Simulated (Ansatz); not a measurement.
**NH₃···H₅NSi: density, localisation and related maps**

```yaml
atoms:
  - { symbol: N, position_ang: [0.0293, 0.0193, -2.2258] }
  - { symbol: H, position_ang: [0.8467, 0.0796, -2.8205] }
  - { symbol: H, position_ang: [-0.6371, -0.5870, -2.6882] }
  - { symbol: H, position_ang: [-0.3817, 0.9446, -2.1893] }
  - { symbol: Si, position_ang: [-0.3436, 0.2588, 1.8410] }
  - { symbol: N, position_ang: [0.7534, -0.4825, 0.7578] }
  - { symbol: H, position_ang: [0.3005, 0.3997, 3.1754] }
  - { symbol: H, position_ang: [-0.6818, 1.6048, 1.3022] }
  - { symbol: H, position_ang: [-1.6433, -0.4484, 2.0711] }
  - { symbol: H, position_ang: [0.5550, -0.4431, -0.2402] }
  - { symbol: H, position_ang: [1.2026, -1.3458, 1.0166] }
```

Geometry: PBE0-D4/def2-TZVP.

Method: RKS PBE0-D4/def2-TZVPPD (Ansatz 0.2.0).

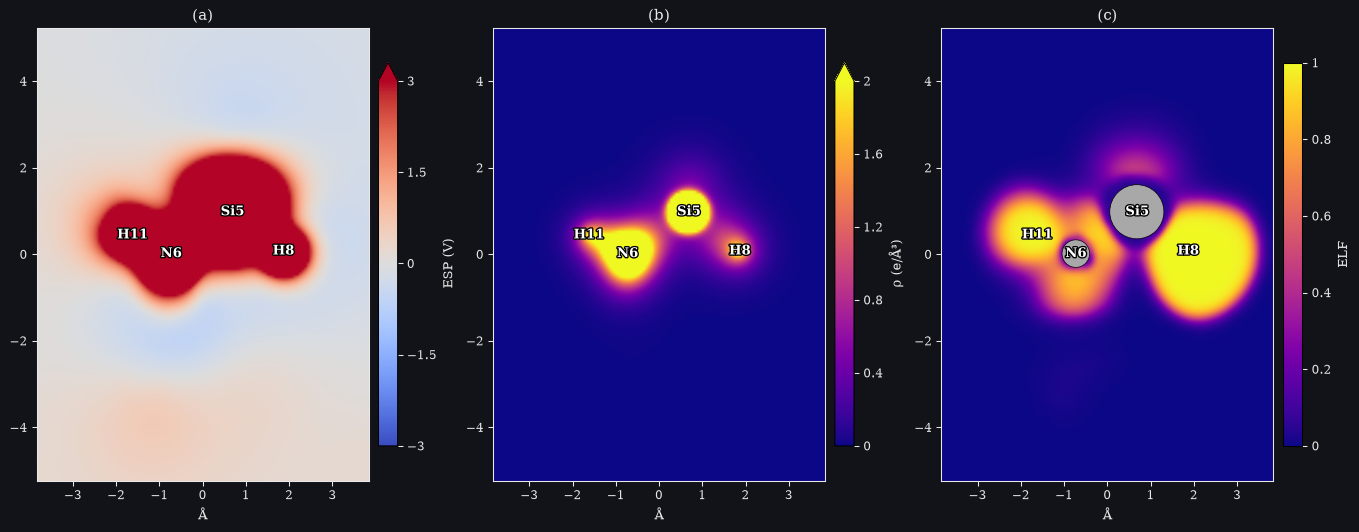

Figure 1. (a) electrostatic potential; (b) total electron density; (c) ELF on the plane of atoms N6, Si5 and H8. Grey discs cover the atomic cores in the ELF map.

### What do the fields say about this system?

The section cuts through Si, N and H sites.
Si–N (1.71 Å): the density is about 1.1 e/Å³ at the midpoint; the ELF peaks at about 0.90 between the atoms (a shared but strongly polarised pair).
N–H (1.01 Å): ρ at the midpoint is about 2.9 e/Å³; the ELF climbs to about 1 towards the hydrogen, as it does in any bond to H: a covalent bond by its length.
Si–H (1.49 Å): ρ at the midpoint is about 0.8 e/Å³; the ELF climbs to about 1 towards the hydrogen.
Outside the dense part of the complex the potential is most negative (−0.6 V) near H10, which lies off the plane.

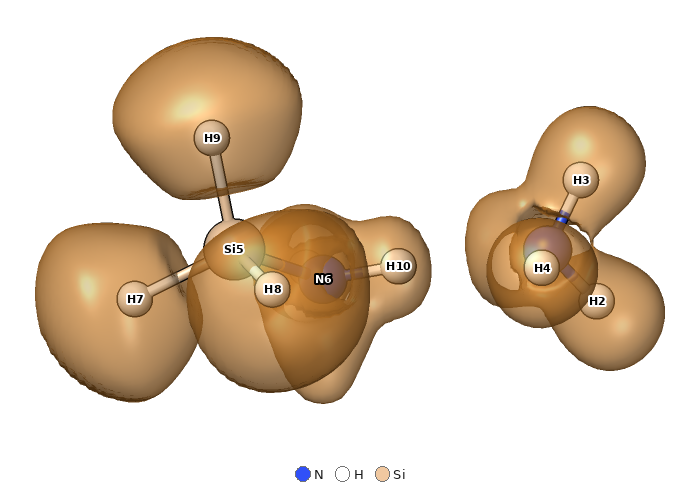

Figure 2. Isosurface of the electron localisation function at 0.75 (orange), seen from one side. Core shells and regions of very low density are left out.

### What do the ELF domains correspond to?

At this value the surface marks out three regions around hydrogen nuclei and two joined regions spread over several atoms (H, N), in which their bonds and any lone pairs are merged.


N1···H10 (2.11 Å): the ELF dips to about 0.10 between them (a closed-shell contact with the geometry of a hydrogen bond).

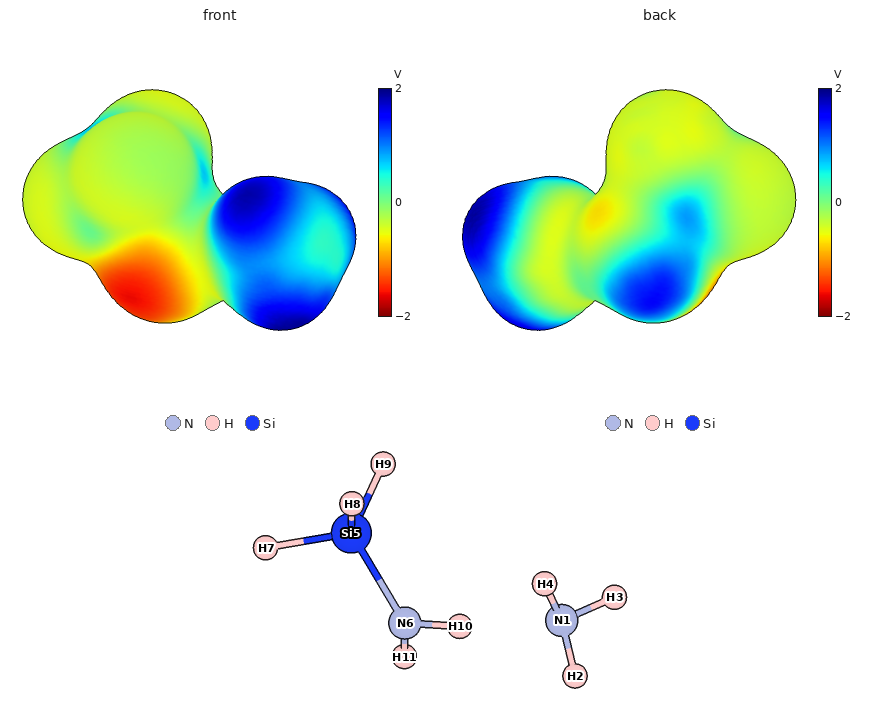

Figure 3. The molecular electrostatic potential painted on the density surface at 0.002 e/bohr³, seen from the front and from behind; red is negative and blue positive. The bare structure is drawn below in the same view.

### Where is the surface potential most negative and most positive?

The most negative region (about −1.6 V, or −37 kcal/mol for a unit charge) lies over N6, the most positive (about +1.9 V, or +44 kcal/mol for a unit charge) over H2, H3 and H4. N6 is the likeliest acceptor of a hydrogen bond.
